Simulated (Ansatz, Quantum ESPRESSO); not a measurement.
## Equation of state of bcc Mo

How stiff is bcc Mo under hydrostatic load? Each row scales the relaxed cell evenly and relaxes the atoms. The phase is followed to these pressures whether or not it stays the stable one.

Calculated with Quantum ESPRESSO 7.5, LDA, GBRV 1.5 ultrasoft potentials, cutoff 680 eV, Fermi–Dirac smearing 0.05 eV, k-mesh 20×20×20, no spin polarisation, no spin-orbit coupling.

Reference cell, relaxed at zero pressure with LDA (Im-3m): a = 2.6937 Å, b = 2.6937 Å, c = 2.6937 Å, α = 109.47°, β = 109.47°, γ = 109.47°.

```csv
atom,x,y,z
Mo,0.0000,0.0000,0.0000
```

```csv
V (Å³/atom),V/V0,P (GPa),E − E0 (meV/atom)
14.4442,0.9600,12.997,24.9
14.7451,0.9800,6.174,6.3
15.3469,1.0200,−5.572,4.7
15.6479,1.0400,−10.599,19.3
15.9488,1.0600,−15.149,43.0
```

V0 = 15.0460 Å³ an atom, where the residual pressure P0 is +0.003 GPa. **Question.** Fit the Birch–Murnaghan law and give the pressure and the energy at V = 14.1433 Å³ an atom, a row left out above.

With the Eulerian strain f = ½[(V0/V)^(2/3) − 1] and F = (P − P0)/[3f(1 + 2f)^(5/2)], the third-order law is the line F = B0 + (3/2) B0 (B′ − 4) f.

```
       f  F (GPa)
 0.01379   293.37
 0.00678   293.38
−0.00656   292.92
−0.01291   292.34
−0.01905   292.15
```

A straight line through the 5 rows: the means are −0.00359 for f and 292.83 for F, Σ(Δx)² = 0.0007443 and ΣΔxΔy = 0.0299, so the slope is 0.0299/0.0007443 = 40.174 and the intercept 292.83 − (40.174)(−0.00359) = 292.98.

Hence B0 = 293.0 GPa and B′ = 4 + (40.2)/(1.5 × 293.0) = 4.09. For the withheld volume f = 0.02105, F = 293.82 GPa and P = 20.58 GPa, an extrapolation past the fitted rows. The run itself gives 20.53 GPa, so the estimate misses by 0.05 GPa, more than the largest misfit of the fitted rows (0.01 GPa).

Integrating the same law gives E − E0 = (9/2) B0 V0 f²[1 + (B′ − 4) f] + P0(V0 − V), with 1 GPa Å³ = 6.2415 meV: 55.0 meV an atom. The run itself gives 57.0 meV, so the estimate misses by 2.0 meV; the fitted rows themselves lie up to 1.9 meV off the law.

The same fit over all rows at other levels or in other programs gives B0 = 273 GPa with r2SCAN (Ansatz), 278 GPa with PBEsol (Quantum ESPRESSO, PseudoDojo) and 279 GPa with PBEsol (Ansatz).

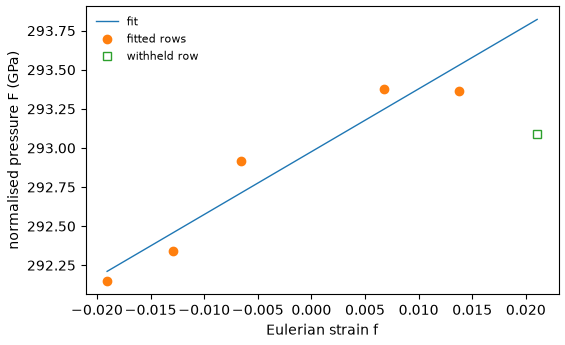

The fitted law, the rows behind it and the withheld row.

[Logs are printed without paths, hosts, clocks, repeated set-up lines and the standing remarks that a program may print on its own settings, such as how far it seeks lower states.]
